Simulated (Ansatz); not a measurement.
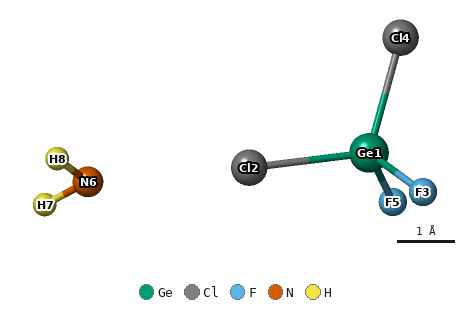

Figure 1. The input geometry (ball-and-stick view, seen at a tilt; atoms are numbered from 1 in the order of the input). Sticks mark near contacts. Bond lengths as drawn: Cl–Ge 2.14 to 2.19 Å, F–Ge 1.74 Å and H–N 1.04 Å.

## Geometry relaxation of GeNH₂Cl₂F₂

- system: GeNH₂Cl₂F₂, multiplicity 2
- method: UKS PBE/def2-SVP (Ansatz 0.2.0)

It belongs to a series of runs on one base structure; here: end point A relaxed. Figures and captions count atoms from 1; the log counts them from 0 in places.

The program's output
```
The last accepted step is kept in [file] (removed where the run ends without a failure and the disk answers)
Engine: ansatz 0.2.0, aarch64-unknown-linux-gnu
Functional definition: PBE
  parameter kappa = 0.804
  parameter beta = 0.06672455060314922
  exchange = pbe_x(kappa = kappa, mu = beta*pi^2/3)
  correlation = pbe_c(beta = beta)
1325 factors; their error is unknown
mean field evaluation 1: about -88451.8343 eV, gradient 6.3e1 eV
mean field evaluation 2: about -88166.8022 eV, gradient 1.4e2 eV
mean field evaluation 4: about -88469.7197 eV, gradient 3.7e1 eV
mean field evaluation 8: about -88475.7169 eV, gradient 4.5e-1 eV
mean field evaluation 16: about -88475.6312 eV, gradient 3.5e-3 eV
mean field -88475.63121525 eV, -3251.4194762237 hartree, gradient 6.1e-5 eV, S^2 0.752948; 0 other end points of the search recorded, 0 dependent functions left out
the calculation of the forces begins
reference -88475.63125551 eV, -3251.4194777033 hartree; 47, 46 occupied and 73, 74 virtual orbitals, 1325 factors
relax step   1: F+E_penalty+E_count = -88475.63121525 eV  Δ(F+E_penalty+E_count) = +0.000e0 eV  max|allowed force component| = 9.231e-1 eV/Å  Δτ_max = 0.0000 Å  (33 SCF iters, accepted)
these checks for a lower state are left out or cut short: starts, cluster_reference, orbital_swaps, neighbouring_geometries, increment
1325 factors; their error is unknown
mean field -88475.66032636 eV, -3251.4205460374 hartree, gradient 1.7e-5 eV, S^2 0.752849; 0 other end points of the search recorded, 0 dependent functions left out
the calculation of the forces begins
reference -88475.66036660 eV, -3251.4205475161 hartree; 47, 46 occupied and 73, 74 virtual orbitals, 1325 factors
relax step   2: F+E_penalty+E_count = -88475.66032636 eV  Δ(F+E_penalty+E_count) = -2.911e-2 eV  max|allowed force component| = 2.223e-1 eV/Å  Δτ_max = 0.0442 Å  (34 SCF iters, accepted)
these checks for a lower state are left out or cut short: starts, cluster_reference, orbital_swaps, neighbouring_geometries, increment
1325 factors; their error is unknown
mean field evaluation 32: about -88475.6602 eV, gradient 2.3e-3 eV
mean field -88475.66023346 eV, -3251.4205426231 hartree, gradient 1.2e-5 eV, S^2 0.752862; 0 other end points of the search recorded, 0 dependent functions left out
the calculation of the forces begins
reference -88475.66027357 eV, -3251.4205440974 hartree; 47, 46 occupied and 73, 74 virtual orbitals, 1325 factors
relax step   3: F+E_penalty+E_count = -88475.66023346 eV  Δ(F+E_penalty+E_count) = +9.291e-5 eV  max|allowed force component| = 2.292e-1 eV/Å  Δτ_max = 0.0662 Å  (33 SCF iters, rejected (line search))
these checks for a lower state are left out or cut short: starts, cluster_reference, orbital_swaps, neighbouring_geometries, increment
1325 factors; their error is unknown
mean field -88475.66125963 eV, -3251.4205803343 hartree, gradient 1.5e-5 eV, S^2 0.752844; 0 other end points of the search recorded, 0 dependent functions left out
the calculation of the forces begins
reference -88475.66129985 eV, -3251.4205818125 hartree; 47, 46 occupied and 73, 74 virtual orbitals, 1325 factors
relax step   4: F+E_penalty+E_count = -88475.66125963 eV  Δ(F+E_penalty+E_count) = -9.333e-4 eV  max|allowed force component| = 1.058e-1 eV/Å  Δτ_max = 0.0331 Å  (35 SCF iters, accepted)
these checks for a lower state are left out or cut short: starts, cluster_reference, orbital_swaps, neighbouring_geometries, increment
1325 factors; their error is unknown
mean field -88475.66159943 eV, -3251.4205928216 hartree, gradient 1.8e-5 eV, S^2 0.752850; 0 other end points of the search recorded, 0 dependent functions left out
the calculation of the forces begins
reference -88475.66163962 eV, -3251.4205942987 hartree; 47, 46 occupied and 73, 74 virtual orbitals, 1325 factors
relax step   5: F+E_penalty+E_count = -88475.66159943 eV  Δ(F+E_penalty+E_count) = -3.398e-4 eV  max|allowed force component| = 1.019e-1 eV/Å  Δτ_max = 0.0352 Å  (33 SCF iters, accepted)
these checks for a lower state are left out or cut short: starts, cluster_reference, orbital_swaps, neighbouring_geometries, increment
1325 factors; their error is unknown
mean field -88475.66197062 eV, -3251.4206064627 hartree, gradient 1.0e-5 eV, S^2 0.752845; 0 other end points of the search recorded, 0 dependent functions left out
the calculation of the forces begins
reference -88475.66201080 eV, -3251.4206079394 hartree; 47, 46 occupied and 73, 74 virtual orbitals, 1325 factors
relax step   6: F+E_penalty+E_count = -88475.66197062 eV  Δ(F+E_penalty+E_count) = -3.712e-4 eV  max|allowed force component| = 3.406e-3 eV/Å  Δτ_max = 0.0284 Å  (34 SCF iters, accepted)
1325 factors; their error is unknown
mean field evaluation 64: about -88475.6668 eV, gradient 4.7e0 eV
```

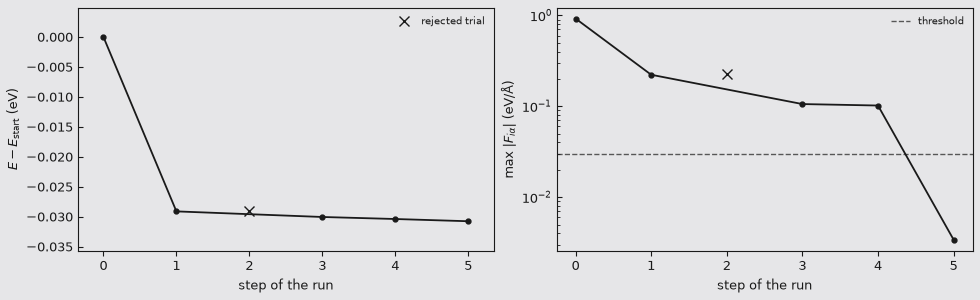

Figure 2. Progress of the relaxation, step by step (the first geometry is step 0 here and step 1 in the log).

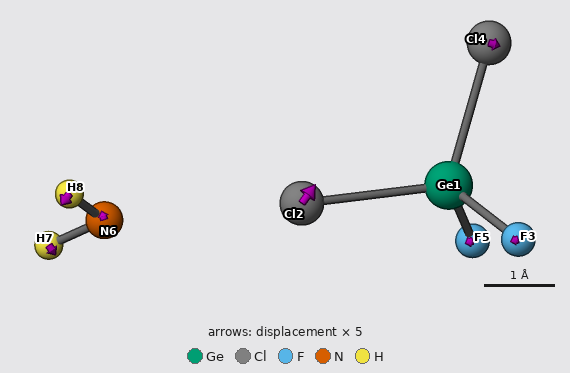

Figure 3. The starting structure with the displacements as pink arrows, magnified 5 times (ball-and-stick view, seen at a tilt). The two geometries are laid on each other by the best rigid fit. The energy falls by 0.031 eV in 5 geometry steps. The largest force component goes from 0.92 to 0.0034 eV/Å. The line search rejected the trial step at point 2 (counted from 0) and went back. Cl2 moves most after the best rigid fit: 0.071 Å. By element the largest moves are Cl 0.071 Å, H 0.046 Å, N 0.029 Å, F 0.026 Å, Ge 0.015 Å. Among the contacts that change: Ge1–Cl2 2.190 → 2.127 Å. (Atoms are counted from 1 in the order of the input.)

```
mean field -88475.66197062 eV, -3251.4206064627 hartree, gradient 1.1e-5 eV, S^2 0.752845; 1 other end points of the search recorded, 0 dependent functions left out
the calculation of the forces begins
reference -88475.66201080 eV, -3251.4206079394 hartree; 47, 46 occupied and 73, 74 virtual orbitals, 1325 factors
Total energy: -88475.66201080 eV, -3251.4206079394 hartree
Atom 0 at    -0.028884     0.054232    -0.195615 Å, force    -0.000166    -0.000136    -0.003406 eV/Å
Atom 1 at     0.001041     0.027668     1.931474 Å, force    -0.001472    -0.001110     0.001806 eV/Å
Atom 2 at     1.590092     0.006426    -0.820635 Å, force    -0.001079    -0.000849     0.000846 eV/Å
Atom 3 at    -1.022896     1.764249    -1.007661 Å, force    -0.000436     0.000390    -0.003259 eV/Å
Atom 4 at    -0.801853    -1.376159    -0.804637 Å, force     0.002243     0.002677     0.003022 eV/Å
Atom 5 at     0.011030    -0.007389     4.914516 Å, force    -0.002825    -0.002015    -0.001207 eV/Å
Atom 6 at    -0.443009    -0.690316     5.562566 Å, force     0.001538     0.000053    -0.000397 eV/Å
Atom 7 at     0.441777     0.661889     5.591891 Å, force     0.002197     0.000990     0.002595 eV/Å
Dipole moment:    -0.083992     0.132547     0.757052 e Å
```

Trajectory as extended XYZ (Å, eV, eV/Å), 6 frames, from step=1 to step=6
```
8
Properties=species:S:1:pos:R:3:forces:R:3 step=1 energy=-88475.63122
Ge   -0.0249    0.0498   -0.2095    0.0279  -0.0347   0.9053
Cl    0.0291   -0.0172    1.9783   -0.0270   0.0322  -0.9231
F     1.5899    0.0126   -0.8456   -0.0098  -0.0004   0.0030
Cl   -1.0285    1.7758   -0.9735    0.0014  -0.0010  -0.0012
F    -0.8053   -1.3715   -0.8292    0.0052   0.0063   0.0037
N     0.0278   -0.0309    4.9086    0.0087   0.0064   0.0014
H    -0.4581   -0.6628    5.5819   -0.0548  -0.0830   0.0100
H     0.4174    0.6848    5.5608    0.0484   0.0742   0.0009
8
Properties=species:S:1:pos:R:3:forces:R:3 step=2 energy=-88475.66033
Ge   -0.0252    0.0496   -0.2029    0.0048  -0.0074   0.2223
Cl    0.0251   -0.0129    1.9346   -0.0008   0.0060  -0.1812
F     1.5894    0.0120   -0.8388   -0.0050   0.0006  -0.0115
Cl   -1.0282    1.7751   -0.9688    0.0010  -0.0019  -0.0146
F    -0.8047   -1.3725   -0.8214    0.0009   0.0033  -0.0137
N     0.0432   -0.0373    4.9179   -0.0059   0.0027   0.0010
H    -0.4670   -0.6636    5.5811    0.0006  -0.0045  -0.0020
H     0.4146    0.6902    5.5701    0.0043   0.0013  -0.0004
8
Properties=species:S:1:pos:R:3:forces:R:3 step=3 energy=-88475.66023 accepted=F
Ge   -0.0224    0.0453   -0.1919   -0.0097   0.0236  -0.0683
Cl    0.0307   -0.0186    1.9317   -0.0099   0.0026   0.0275
F     1.5867    0.0150   -0.8423    0.0153  -0.0142   0.0115
Cl   -1.0245    1.7686   -0.9648   -0.0074   0.0116   0.0075
F    -0.8054   -1.3685   -0.8254    0.0055  -0.0178   0.0154
N    -0.0100    0.0010    4.9085    0.0130  -0.0067   0.2292
H    -0.4451   -0.6783    5.5799    0.0473   0.0783  -0.1109
H     0.4372    0.6761    5.5761   -0.0541  -0.0775  -0.1119
8
Properties=species:S:1:pos:R:3:forces:R:3 step=4 energy=-88475.66126
Ge   -0.0262    0.0484   -0.2012    0.0007  -0.0031   0.1058
Cl    0.0234   -0.0100    1.9301    0.0029   0.0086  -0.0817
F     1.5875    0.0092   -0.8395   -0.0024   0.0014  -0.0053
Cl   -1.0284    1.7719   -0.9735    0.0020  -0.0032  -0.0084
F    -0.8053   -1.3738   -0.8205   -0.0015   0.0000  -0.0081
N     0.0443   -0.0164    4.9189   -0.0058   0.0036   0.0239
H    -0.4652   -0.6710    5.5555    0.0077   0.0056  -0.0089
H     0.4172    0.6821    5.6021   -0.0037  -0.0128  -0.0172
8
Properties=species:S:1:pos:R:3:forces:R:3 step=5 energy=-88475.66160
Ge   -0.0255    0.0511   -0.1977    0.0041   0.0106   0.0025
Cl    0.0264    0.0152    1.9287   -0.0089  -0.0044   0.0035
F     1.5872    0.0071   -0.8385    0.0028  -0.0020  -0.0040
Cl   -1.0270    1.7673   -0.9872   -0.0010  -0.0028  -0.0062
F    -0.8045   -1.3755   -0.8075   -0.0006   0.0001   0.0030
N     0.0102   -0.0088    4.9142    0.0030   0.0037   0.1019
H    -0.4520   -0.6838    5.5677    0.0211   0.0294  -0.0483
H     0.4325    0.6681    5.5924   -0.0206  -0.0347  -0.0525
8
Properties=species:S:1:pos:R:3:forces:R:3 step=6 energy=-88475.66197
Ge   -0.0289    0.0542   -0.1956   -0.0002  -0.0001  -0.0034
Cl    0.0010    0.0277    1.9315   -0.0015  -0.0011   0.0018
F     1.5901    0.0064   -0.8206   -0.0011  -0.0008   0.0008
Cl   -1.0229    1.7642   -1.0077   -0.0004   0.0004  -0.0033
F    -0.8019   -1.3762   -0.8046    0.0022   0.0027   0.0030
N     0.0110   -0.0074    4.9145   -0.0028  -0.0020  -0.0012
H    -0.4430   -0.6903    5.5626    0.0015   0.0001  -0.0004
H     0.4418    0.6619    5.5919    0.0022   0.0010   0.0026
```

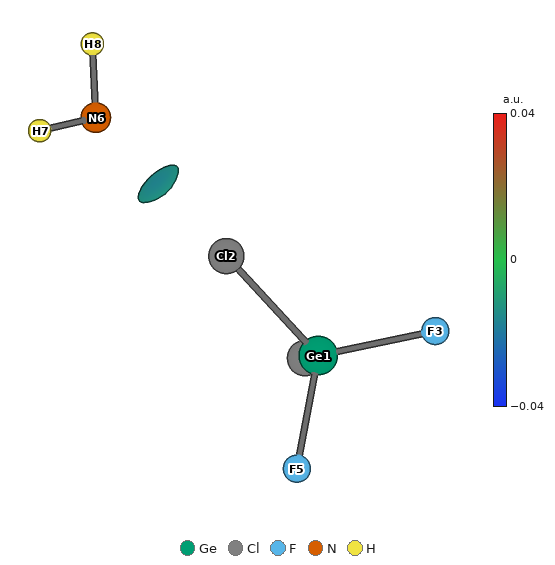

Figure 4. Non-covalent interaction (NCI) plot: the surface where the reduced density gradient is 0.4, for densities under 0.05 a.u., coloured by sign(λ₂)ρ; seen at an oblique angle.

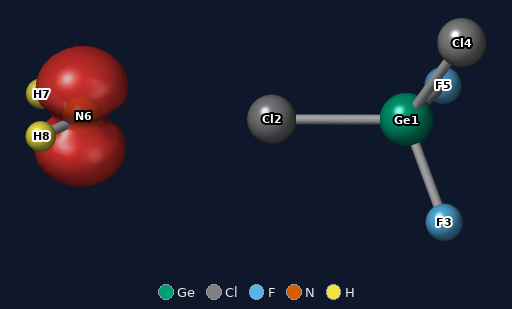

Figure 5. Isosurfaces of the spin density (α minus β) at +0.08 (red) and −0.08 e/Å³ (blue), seen from the side. The unpaired spin (1 electron) lies mostly on N6 (about 0.9), in electrons by Hirshfeld's partition. Only one sign reaches the isovalue.

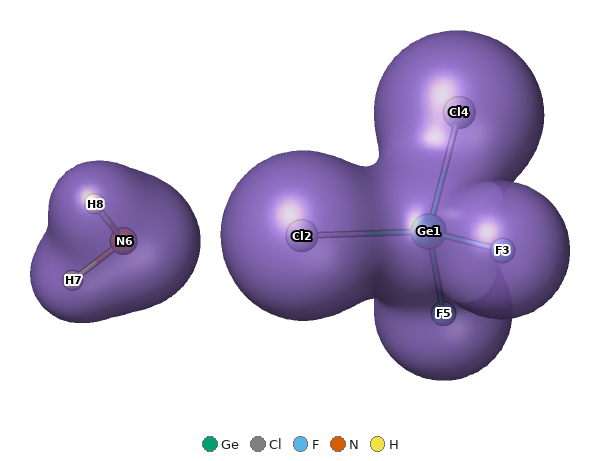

Figure 6. Isosurface of the total electron density at 0.15 e/Å³ (purple), seen at a tilt. At this value the surface falls into two separate pieces. It is pinched off along the N···Cl (2.98 Å) contacts. On the grid the lowest density along these lines, outside the cores, is 0.1 e/Å³ (N···Cl, 2.98 Å), 0.91 e/Å³ (Ge–F, 1.74 Å), 0.72 e/Å³ (Ge–Cl, 2.13 Å) and 2.1 e/Å³ (N–H, 1.05 Å).

This output came from the following input.

Input
```yaml
crystal:
  periodic: [false, false, false]
  atoms:
    - { symbol: Ge, position_ang: [-0.024852, 0.049814, -0.209496] }
    - { symbol: Cl, position_ang: [0.029134, -0.017208, 1.978341] }
    - { symbol: F, position_ang: [1.589883, 0.012626, -0.845579] }
    - { symbol: Cl, position_ang: [-1.02853, 1.775789, -0.973468] }
    - { symbol: F, position_ang: [-0.805349, -1.371481, -0.829184] }
    - { symbol: "N", position_ang: [0.027753, -0.030939, 4.908622] }
    - { symbol: H, position_ang: [-0.458135, -0.662777, 5.581913] }
    - { symbol: H, position_ang: [0.417395, 0.684776, 5.560751] }
magnetization:
  spin_polarized: true
  initial_magnetization: 1
basis:
  gaussian: { orbitals: def2-SVP }
hamiltonian:
  xc: pbe
relax:
  f_tol: 0.03
  max_steps: 50
output:
  orbitals: {}
```

Launch command:
```bash
ansatz run input.yaml --threads 4 --pin off --max-ram 5120MiB --backend cpu --events-out ev --progress --plain --runs-dir out
```

Key numbers

- outcome: converged
- total energy: −88475.6620 eV
- mean-field energy: −88475.6620 eV
- ⟨S²⟩: 0.753
- largest force (length of the vector) at the end: 0.005 eV/Å
- hardware: 4 threads of Arm Neoverse V1, 24 GiB of memory available, shared host
- wall time: 16 s (CPU time 60 s)
- peak memory: 0.21 GiB
